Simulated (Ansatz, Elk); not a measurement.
# How far do independent atoms describe LuGaNiC?

Structure refinements treat a crystal as free atoms side by side. For a made-up structure of LuGaNiC (cell and positions from a PBEsol relaxation) the runs below show what the calculated density changes in F(hkl).

Main program and level: Elk 11.2.3 (patched build); DFT, PBE, all-electron APW+lo, Dirac cores, scalar-relativistic bands, static density, no spin.

The structure was built from a prototype and need not be the compound's stable phase.

### Step 1. The starting structure

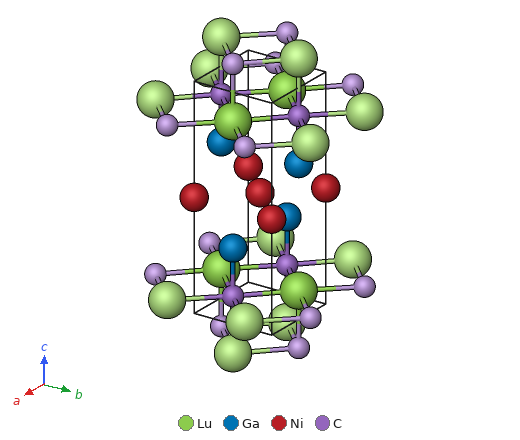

The cell as given, from a free direction (lutetium green, gallium blue, nickel red, carbon purple). Some periodic images of atoms are drawn too.

As a file:

```cif
data_structure
_symmetry_space_group_name_H-M 'P 1'
_symmetry_Int_Tables_number 1
_cell_length_a 3.4830
_cell_length_b 3.4830
_cell_length_c 9.3435
_cell_angle_alpha 90.000
_cell_angle_beta 90.000
_cell_angle_gamma 90.000
_cell_volume 113.35
loop_
_atom_site_label
_atom_site_type_symbol
_atom_site_fract_x
_atom_site_fract_y
_atom_site_fract_z
_atom_site_occupancy
Lu1 Lu 0.50000 0.00000 0.12486 1
Lu2 Lu 0.00000 0.50000 0.87514 1
Ga3 Ga 0.00000 0.50000 0.32823 1
Ga4 Ga 0.50000 0.00000 0.67177 1
Ni5 Ni 0.50000 0.50000 0.50000 1
Ni6 Ni 0.00000 0.00000 0.50000 1
C7 C 0.50000 0.00000 0.87814 1
C8 C 0.00000 0.50000 0.12186 1
```

### Step 2. Ground state and structure factors

An all-electron density is needed, since X-rays see the cores too. Task 0 finds the density and task 195 Fourier-transforms it; tshift is off so that phases refer to the origin typed.

elk.in reads:

```
tasks
  0
  195

xctype
  20

spinpol
  .false.

rgkmax
  7.0

gmaxvr
  14.0

lmaxo
  7

lmaxapw
  8

swidth
  0.002

tshift
  .false.

ramdisk
  .false.

hmaxvr
  5.5

maxscl
  120

epspot
  1e-06

sppath
  './'

avec
  6.58200357172 -0.00000000000 0.00000000000
  -0.00000000000 6.58200357172 0.00000000000
  -0.00000000000 0.00000000000 17.65668862885

atoms
  4
  'Lu.in'
  2
  0.5000000000 0.0000000000 0.1248598224   0.000000 0.000000 0.000000
  0.0000000000 0.5000000000 0.8751401776   0.000000 0.000000 0.000000
  'Ga.in'
  2
  -0.0000000000 0.5000000000 0.3282252531   0.000000 0.000000 0.000000
  0.5000000000 -0.0000000000 0.6717747469   0.000000 0.000000 0.000000
  'Ni.in'
  2
  0.5000000000 0.5000000000 0.5000000000   0.000000 0.000000 0.000000
  -0.0000000000 -0.0000000000 0.5000000000   0.000000 0.000000 0.000000
  'C.in'
  2
  0.5000000000 0.0000000000 0.8781411565   0.000000 0.000000 0.000000
  -0.0000000000 0.5000000000 0.1218588435   0.000000 0.000000 0.000000

ngridk
  7 7 3
```

The run is started by

```console
$ OMP_NUM_THREADS=4 elk
```

Numbers of over 12 decimals in the logs are rounded to 6 here.

The program printed:

```text
┌─────────────────────────┐
│ Elk code version 11.2.3 │
└─────────────────────────┘

All units are atomic (Hartree, Bohr, etc.)

┌─────────────────────────────────────────────────┐
│ Ground-state run starting from atomic densities │
└─────────────────────────────────────────────────┘

Lattice vectors :
   6.582003572      -0.000000000       0.000000000
  -0.000000000       6.582003572       0.000000000
  -0.000000000       0.000000000       17.65668863

Reciprocal lattice vectors :
  0.9546007137       0.000000000       0.000000000
   0.000000000      0.9546007137       0.000000000
  -0.000000000      -0.000000000      0.3558529824

Unit cell volume      :    764.9366784
Brillouin zone volume :   0.3242754864

Muffin-tin inner radius fraction :   0.1000000000E-01

Nuclei treated as point charges

Species : 1 (Lu)
 parameters loaded from : Lu.in
 name : lutetium
 nuclear charge    :   -71.00000000
 electronic charge :    71.00000000
 atomic mass :    318945.3298
 muffin-tin radius :    2.778102308
 number of radial points in muffin-tin :   1393
 inner part over the whole radius :   0.9984642708E-02
 number on inner part of muffin-tin    :    999
 approximate nuclear radius :   0.9954169502E-04
 number of mesh points to nuclear radius :    517
 atomic positions (lattice), magnetic fields (Cartesian) :
  1 :   0.50000000  0.00000000  0.12485982    0.00000000  0.00000000  0.00000000
  2 :   0.00000000  0.50000000 -0.12485982    0.00000000  0.00000000  0.00000000

Species : 2 (Ga)
 parameters loaded from : Ga.in
 name : gallium
 nuclear charge    :   -31.00000000
 electronic charge :    31.00000000
 atomic mass :    127097.2539
 muffin-tin radius :    2.053569964
 number of radial points in muffin-tin :    993
 inner part over the whole radius :   0.9939716286E-02
 number on inner part of muffin-tin    :    699
 approximate nuclear radius :   0.7562051033E-04
 number of mesh points to nuclear radius :    342
 atomic positions (lattice), magnetic fields (Cartesian) :
  1 :   0.00000000  0.50000000  0.32822525    0.00000000  0.00000000  0.00000000
  2 :   0.50000000  0.00000000 -0.32822525    0.00000000  0.00000000  0.00000000

Species : 3 (Ni)
 parameters loaded from : Ni.in
 name : nickel
 nuclear charge    :   -28.00000000
 electronic charge :    28.00000000
 atomic mass :    106991.5231
 muffin-tin radius :    2.302089680
 number of radial points in muffin-tin :    993
 inner part over the whole radius :   0.9909680198E-02
 number on inner part of muffin-tin    :    700
 approximate nuclear radius :   0.7325707712E-04
 number of mesh points to nuclear radius :    335
 atomic positions (lattice), magnetic fields (Cartesian) :
  1 :   0.50000000  0.50000000  0.50000000    0.00000000  0.00000000  0.00000000
  2 :   0.00000000  0.00000000  0.50000000    0.00000000  0.00000000  0.00000000

Species : 4 (C)
 parameters loaded from : C.in
 name : carbon
 nuclear charge    :   -6.000000000
 electronic charge :    6.000000000
 atomic mass :    21894.16674
 muffin-tin radius :    1.528132355
 number of radial points in muffin-tin :    593
 inner part over the whole radius :   0.9943876782E-02
 number on inner part of muffin-tin    :    404
 approximate nuclear radius :   0.4747601631E-04
 number of mesh points to nuclear radius :    168
 atomic positions (lattice), magnetic fields (Cartesian) :
  1 :   0.50000000  0.00000000 -0.12185884    0.00000000  0.00000000  0.00000000
  2 :   0.00000000  0.50000000  0.12185884    0.00000000  0.00000000  0.00000000

Total number of atoms per unit cell :    8
Total muffin-tin volume :    384.2784896
 ratio of muffin-tin to unit cell volume :   0.5023664055

Spin treatment :
 spin-unpolarised

Number of Bravais lattice symmetries :   16
Number of crystal symmetries         :   16
Crystal has no inversion symmetry
Complex Hermitian eigensolver will be used

k-point grid :      7     7     3
k-point offset :    0.000000000       0.000000000       0.000000000
k-point set is reduced with full crystal symmetry group
[...]
Density of states at Fermi energy :    44.52048179
 (states/Hartree/unit cell)

Estimated indirect band gap :   0.8975819430E-03
 from k-point 18 to k-point 6
Estimated direct band gap   :   0.1702186917E-01
 at k-point 18

Charges :
 core                        :    156.0000000
 valence                     :    116.0000000
 interstitial                :    10.67158933
 muffin-tins (core leakage)
  species : 1 (Lu)
[...]
species : 2 (Ga)
[...]
species : 3 (Ni)
[...]
species : 4 (C)
[...]
total in muffin-tins        :    261.3284107
 total calculated charge     :    271.9842312
 total charge                :    272.0000000
 error                       :   0.1576878731E-01

RMS change in Kohn-Sham potential (target) :    1.359511491     (  0.1000000000E-05)
Absolute change in total energy (target)   :   0.3218527002     (  0.1000000000E-03)

[... loops 3 to 22 left out ...]

┌──────────────────┐
│ Loop number : 23 │
└──────────────────┘

Energies :
 Fermi                       :     0.286979
 sum of occupied eigenvalues :     -21830.657505079
 electron kinetic            :      39641.352792884
 core electron kinetic       :      38060.143818382
 Coulomb                     :     -74915.600985808
 Coulomb potential           :     -60304.862212575
 nuclear-nuclear             :     -3622.8221322265
 electron-nuclear            :     -82362.641843336
 Hartree                     :      11069.862989754
 Madelung                    :     -44763.169879520
 xc potential                :     -1167.1480853881
 exchange                    :     -879.55607433382
 correlation                 :     -14.641853573173
 electron entropic           :    -0.90125503735708E-03
 total energy                :     -36168.447022086

Density of states at Fermi energy :    64.02393492
 (states/Hartree/unit cell)

Estimated indirect band gap :   0.1435025550E-02
 from k-point 2 to k-point 12
Estimated direct band gap   :   0.9022082400E-02
 at k-point 12

Charges :
 core                        :    156.0000000
 valence                     :    116.0000000
 interstitial                :    11.53375578
 muffin-tins (core leakage)
  species : 1 (Lu)
[...]
species : 2 (Ga)
[...]
species : 3 (Ni)
[...]
species : 4 (C)
[...]
total in muffin-tins        :    260.4662442
 total calculated charge     :    271.9862068
 total charge                :    272.0000000
 error                       :   0.1379319495E-01

RMS change in Kohn-Sham potential (target) :   0.6093581392E-06 (  0.1000000000E-05)
Absolute change in total energy (target)   :   0.2916053199E-04 (  0.1000000000E-03)

Convergence targets achieved

┌──────────────────┐
│ Loop number : 24 │
└──────────────────┘

Energies :
 Fermi                       :     0.286980
 sum of occupied eigenvalues :     -21830.657491125
 electron kinetic            :      39641.352775505
 core electron kinetic       :      38060.143815452
 Coulomb                     :     -74915.600968787
 Coulomb potential           :     -60304.862209766
 nuclear-nuclear             :     -3622.8221322265
 electron-nuclear            :     -82362.641811574
 Hartree                     :      11069.862975013
 Madelung                    :     -44763.169863905
 xc potential                :     -1167.1480568637
 exchange                    :     -879.55607311740
 correlation                 :     -14.641853544534
 electron entropic           :    -0.90125504082673E-03
 total energy                :     -36168.447021200

Density of states at Fermi energy :    64.02396993
 (states/Hartree/unit cell)

Estimated indirect band gap :   0.1435068986E-02
 from k-point 2 to k-point 12
Estimated direct band gap   :   0.9022106946E-02
 at k-point 12

Charges :
 core                        :    156.0000000
 valence                     :    116.0000000
 interstitial                :    11.53375603
 muffin-tins (core leakage)
  species : 1 (Lu)
[...]
species : 2 (Ga)
[...]
species : 3 (Ni)
[...]
atom 2                    :    27.21918424     (  0.4772526462E-03)
  species : 4 (C)
   atom 1                    :    4.431773827     (  0.3883006682E-04)
   atom 2                    :    4.431773827     (  0.3883006682E-04)
 total in muffin-tins        :    260.4662440
 total calculated charge     :    271.9862068
 total charge                :    272.0000000
 error                       :   0.1379319515E-01

┌──────────────────────────────┐
│ Self-consistent loop stopped │
└──────────────────────────────┘

Warning : core states of species 2 leak from the muffin-tin :   0.4618054759E-02

Warning : core states of species 3 leak from the muffin-tin :   0.4772526462E-03

Wrote STATE.OUT
```

The job ended after 91 s (4 threads of Arm Neoverse V2, shared host; peak memory 0.35 GiB; 5 min of CPU time).

SFACRHO.OUT:

```text

h k l indices transformed by vhmat matrix:
   1.000000000       0.000000000       0.000000000    
   0.000000000       1.000000000       0.000000000    
   0.000000000       0.000000000       1.000000000    

      h      k      l  multipl.   |H|            Re(F)            Im(F)           |F|

      0      0      0      1   0.0000000       272.00000     -0.48377973E-16   272.00000    
      0      0     -1      2  0.35585298       23.654491     -0.30188195E-13   23.654491    
      0      0     -2      2  0.71170596       20.923735      0.12108452E-12   20.923735    
     -1      0      0      4  0.95460071     -0.99521521E-15 -0.64977104E-13  0.64984725E-13
     -1      0      1      4   1.0187708     -0.28861241E-13  -35.848491       35.848491    
      0      1      1      4   1.0187708      0.37154701E-13   35.848491       35.848491    
      0      0     -3      2   1.0675589      -89.578085     -0.20999041E-12   89.578085    
     -1      0     -2      4   1.1907090     -0.24165069E-13   157.19522       157.19522    
      1      0      2      4   1.1907090     -0.24113235E-13  -157.19522       157.19522    
     -1     -1      0      4   1.3500093      -132.39734     -0.73510904E-13   132.39734    
      1      1      1      8   1.3961219      -109.65560      0.13203188E-12   109.65560    
      0      0     -4      2   1.4234119      -100.91415      0.14731258E-12   100.91415    
      0     -1     -3      4   1.4321119      0.48765545E-13  -82.771312       82.771312    
      0      1      3      4   1.4321119      0.48765545E-13   82.771312       82.771312    
     -1     -1     -2      8   1.5261227       67.959075      0.91891538E-13   67.959075    
      1      0     -4      4   1.7138740     -0.76299833E-13  -42.141613       42.141613    
      0      1     -4      4   1.7138740      0.76299833E-13   42.141613       42.141613    
      1      1     -3      8   1.7211064      -2.4046477     -0.72982449E-14   2.4046477
```

Elk indexes on the primitive cell of elk.in and gives |H| = 4π sin θ/λ in inverse bohr. Below, one row stands for each form hkl of the conventional cell (m members, Friedel mates merged), F is for one primitive cell and the density is static (no thermal factor). Free-atom factors are Waasmaier and Kirfel's, and R is Σm||F|−|F'||/Σm|F|. Elk warned that it couldn't find a linearisation energy, which lowers the accuracy of some states in this run and its variants.

| hkl | m | sin θ/λ (Å⁻¹) | abs F, DFT | neutral atoms | diff. | abs of complex diff. |
| --- | --- | --- | --- | --- | --- | --- |
| 001 | 2 | 0.053 | 23.654 | 23.621 | +0.034 | 0.034 |
| 002 | 2 | 0.107 | 20.924 | 20.224 | +0.699 | 0.699 |
| 100 | 4 | 0.144 | 0.000 | 0.000 | +0.000 | 0.000 |
| 101 | 8 | 0.153 | 35.849 | 36.459 | -0.611 | 0.611 |
| 003 | 2 | 0.161 | 89.578 | 88.657 | +0.921 | 0.921 |
| 102 | 8 | 0.179 | 157.195 | 158.046 | -0.851 | 0.851 |
| 110 | 4 | 0.203 | 132.397 | 132.390 | +0.007 | 0.007 |
| 111 | 8 | 0.210 | 109.656 | 109.459 | +0.197 | 0.197 |
| 004 | 2 | 0.214 | 100.914 | 100.541 | +0.373 | 0.373 |
| 103 | 8 | 0.215 | 82.771 | 83.430 | -0.659 | 0.659 |
| 112 | 8 | 0.230 | 67.959 | 68.267 | -0.308 | 0.308 |
| 104 | 8 | 0.258 | 42.142 | 42.373 | -0.232 | 0.232 |
| 113 | 8 | 0.259 | 2.405 | 2.812 | -0.408 | 0.408 |
| 005 | 2 | 0.268 | 150.562 | 151.288 | -0.726 | 0.726 |
| 200 | 4 | 0.287 | 194.853 | 195.686 | -0.833 | 0.833 |
| 201 | 8 | 0.292 | 21.546 | 21.435 | +0.110 | 0.110 |
| 114 | 8 | 0.295 | 166.118 | 166.758 | -0.640 | 0.640 |
| 105 | 8 | 0.304 | 38.792 | 38.449 | +0.343 | 0.343 |
| 202 | 8 | 0.306 | 13.663 | 13.751 | -0.087 | 0.087 |
| 210 | 8 | 0.321 | 0.000 | 0.000 | +0.000 | 0.000 |
| 006 | 2 | 0.321 | 75.210 | 75.722 | -0.513 | 0.513 |
| 211 | 16 | 0.325 | 33.458 | 33.293 | +0.166 | 0.166 |

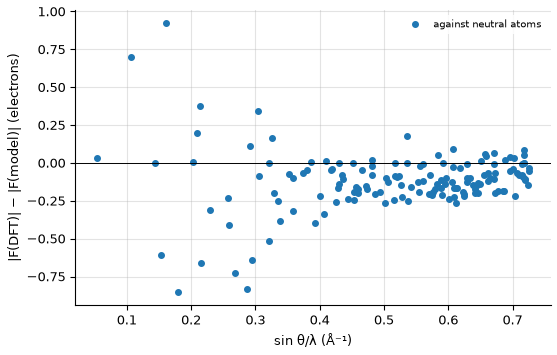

Difference between the calculated structure factors and the independent-atom ones.

(Part 1 of 2 ends here.)

[Logs are printed without paths, hosts, clocks, repeated set-up lines and the standing remarks that a program may print on its own settings, such as how far it seeks lower states.]

[Hosts, paths, dates, database ids (printed as entryN), source tags and the programs' standing remarks are cut or masked in the printed files.]
